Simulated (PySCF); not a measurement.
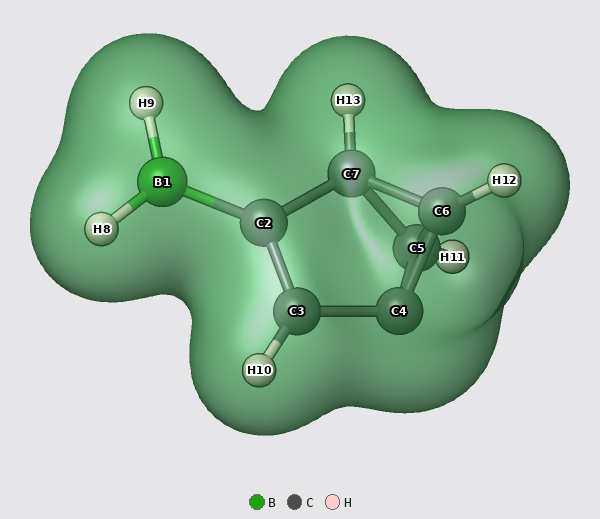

The picture shows: C6H6B (doublet). Isosurface of the total electron density at 0.05 e/Å³ (green), seen at a tilt.

Geometry: GFN2-xTB.

The calculation used PySCF, UKS B3LYP, pcH-1 on B C H, non-relativistic, mean-field spin-orbit, GIAO.

```
atom    x (Å)    y (Å)    z (Å)
   B   2.0767   0.2740   0.8635
   C   0.6910   0.2914   0.2352
   C   0.0312   1.3337  -0.3320
   C  -1.2515   0.7778  -0.7666
   C  -1.1149  -0.6722  -1.1529
   C  -1.6993  -0.3366   0.1433
   C  -0.2757  -0.8579   0.0972
   H   2.7130   1.2541   0.8981
   H   2.4956  -0.7244   1.3085
   H   0.3479   2.3505  -0.4529
   H  -1.3901  -1.2676  -1.9961
   H  -2.5944  -0.5762   0.6748
   H  -0.0338  -1.8462   0.4621
```

Which contacts does the surface bridge?

At this value the surface is in one piece. It bridges the sampled C–C (1.36 Å), C–B (1.52 Å), C–H (1.07 Å) and C–C (1.46 Å) contacts, where the density stays above the isovalue. On the grid the lowest density along these lines, outside the cores, is 2.2 e/Å³ (C–C, 1.36 Å), 1.3 e/Å³ (C–B, 1.52 Å), 1.9 e/Å³ (C–H, 1.07 Å) and 1.6 e/Å³ (C–C, 1.46 Å).
